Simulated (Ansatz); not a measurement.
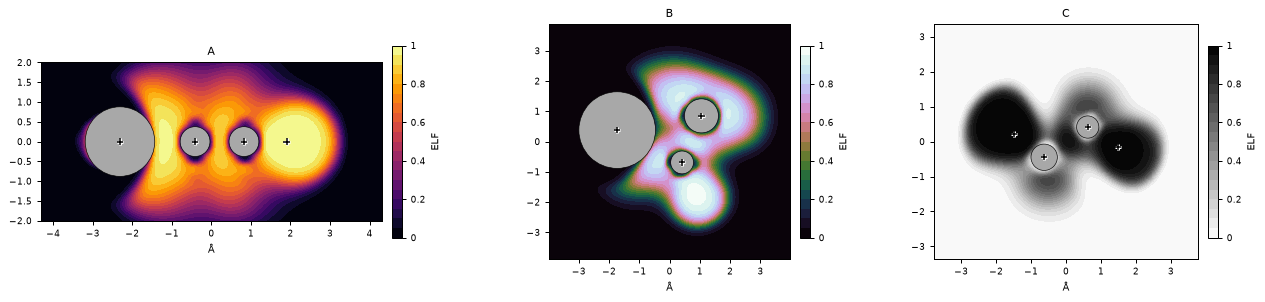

The electron localisation function of 3 systems, each on a plane through atoms (crosses mark nuclei in the plane; grey discs cover the cores).

The calculation used isolated molecule in a Gaussian basis; Kohn-Sham density functional theory, functional PBE0 in Ansatz.

System 1: CH₆N (SMILES C[NH3+]) (charge +1), the plane of atoms C1, N2 and H6. Geometry: B3LYP/6-31G*.

```csv
atom,x (Å),y (Å),z (Å)
C,-1.5706,0.1110,0.7615
N,-2.6845,-0.9063,0.9219
H,-0.8683,-0.2677,0.0189
H,-1.0811,0.2347,1.7274
H,-2.0129,1.0504,0.4301
H,-3.3797,-0.5993,1.6146
H,-2.3226,-1.8167,1.2345
H,-3.1834,-1.0631,0.0365
```

System 2: CHNaS (SMILES [CH]1=[S+][Na-]1) (triplet), the plane of atoms C1, Na2 and S3. Geometry: BLYP-D3(BJ)/def2-SVP.

```xyz
4

C    -0.5398    0.4496    0.4918
Na    0.1790    0.0529   -1.7593
S     1.0060    0.0179    0.9402
H    -1.2445    1.1606    0.9640
```

System 3: C₂HLi (SMILES [Li][C]#C), a plane that holds the molecular axis. Geometry: r2SCAN-D4/def2-SVP.

```yaml
atoms:
  - { symbol: C, position_ang: [0.0000, 0.0000, -0.4125] }
  - { symbol: C, position_ang: [0.0000, 0.0000, 0.8233] }
  - { symbol: Li, position_ang: [0.0000, 0.0000, -2.3113] }
  - { symbol: H, position_ang: [0.0000, 0.0000, 1.9006] }
```

Match each panel to its system.

Panel A is system 3, C₂HLi: the plane holds C, Li and H. C–C (1.24 Å): the ELF peaks at about 0.85 between the atoms (a multiple bond). Panel B is system 2, CHNaS: the plane holds C, Na and S. C–S (1.67 Å): the ELF peaks at about 0.90 between the atoms: localised, covalent bonding. Panel C is system 1, CH₆N: the plane holds C, N and H. C–N (1.52 Å): the ELF peaks at about 0.95 between the atoms (a covalent bond).
